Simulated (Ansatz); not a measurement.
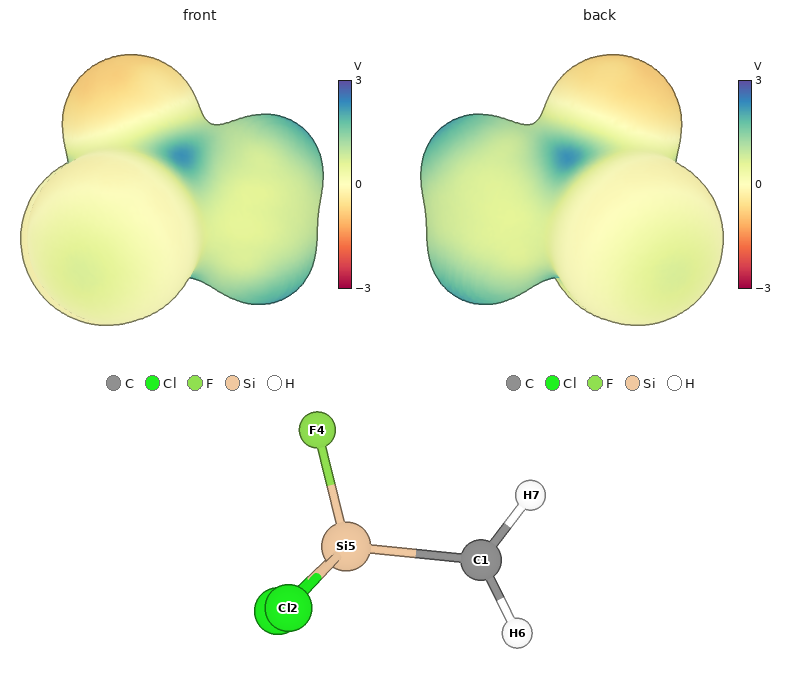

The picture shows: CH2Cl2FSi (SMILES [CH2][Si](F)(Cl)Cl) (doublet). The molecular electrostatic potential painted on the density surface at 0.004 e/bohr³, seen from the front and from behind; red is negative and blue positive. The bare structure is drawn below in the same view.

Geometry: PBE0-D3(BJ)/def2-SVP.

Method: isolated molecule in a Gaussian basis; Kohn-Sham density functional theory, functional PBE0 in Ansatz.

Input file:

```
crystal:
  periodic: [false, false, false]
  atoms:
    - {symbol: C, position_ang: [0.743792, 1.165088, -1.197225]}
    - {symbol: Cl, position_ang: [0.900693, -0.291710, 1.650037]}
    - {symbol: Cl, position_ang: [-1.549524, 1.827110, 0.936644]}
    - {symbol: F, position_ang: [1.302155, 2.599518, 1.149903]}
    - {symbol: Si, position_ang: [0.414237, 1.381780, 0.579929]}
    - {symbol: H, position_ang: [0.240615, 0.396675, -1.791814]}
    - {symbol: H, position_ang: [1.460356, 1.798940, -1.729304]}
basis:
  gaussian:
    orbitals: def2-TZVPD
magnetization:
  spin_polarized: true
  initial_magnetization: 1
hamiltonian:
  xc: {name: PBE0}
output: {forces: true, orbitals: {seedname: orbitals}}
```

Run with:

```sh
ansatz run input.yaml --threads 2 --pin off --max-ram 4350MiB --events-out events.jsonl --progress --plain --runs-dir runs
```

Question: Which sites attract a positive test charge, and which a negative one?

Answer: A positive charge is drawn to the negative regions and a negative charge to the positive ones. The most negative region (about −0.8 V, or −18 kcal/mol for a unit charge) lies over F4, the most positive (about +2.3 V, or +53 kcal/mol for a unit charge) over Si5. Cl2 shows a σ-hole: about +0.7 V, or +16 kcal/mol for a unit charge at the tip opposite its bond, against about −0.1 V on its flanks. Cl3 shows a σ-hole: about +0.7 V, or +16 kcal/mol for a unit charge at the tip opposite its bond, against about 0.0 V on its flanks.
